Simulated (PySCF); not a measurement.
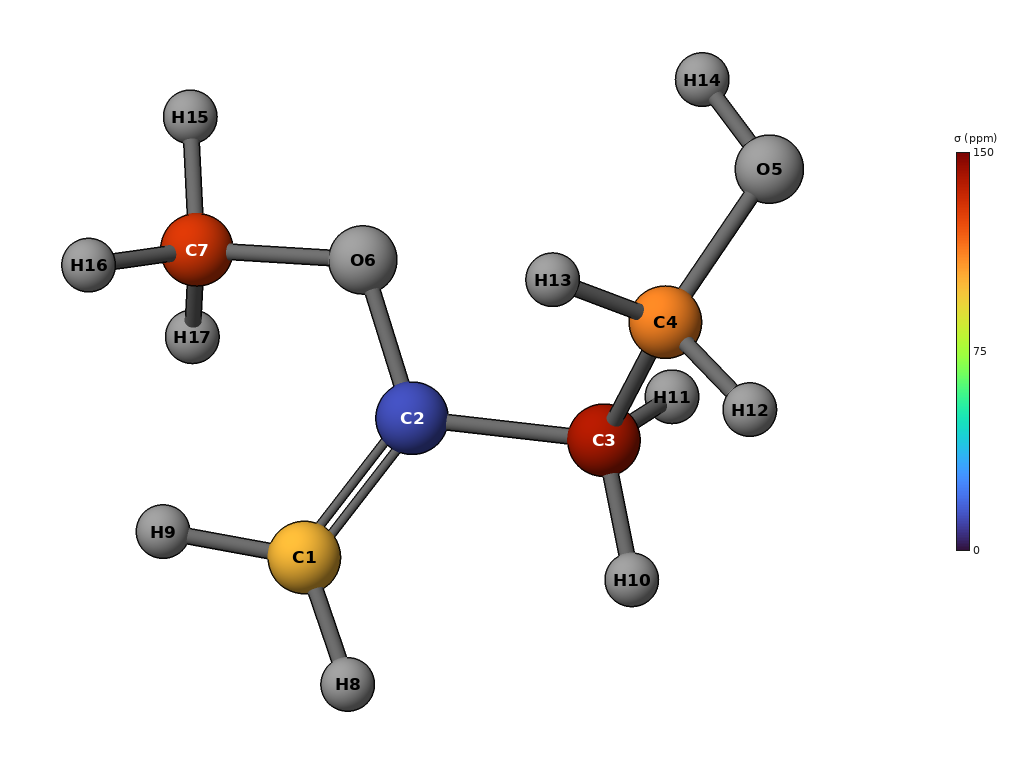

Atoms are coloured by their isotropic NMR shieldings (C only, the others grey). Geometry: a frame of a GFN2-xTB molecular-dynamics simulation, not a minimum. Method: GIAO PBE0/pcSseg-1 NMR shielding, non-relativistic, gas phase (PySCF 2.14.0).

Give the isotropic NMR shieldings of the C atoms atom by atom.

```csv
atom,σ (ppm)
C1,99.7
C2,13.2
C3,138.8
C4,111.2
C7,128.5
```
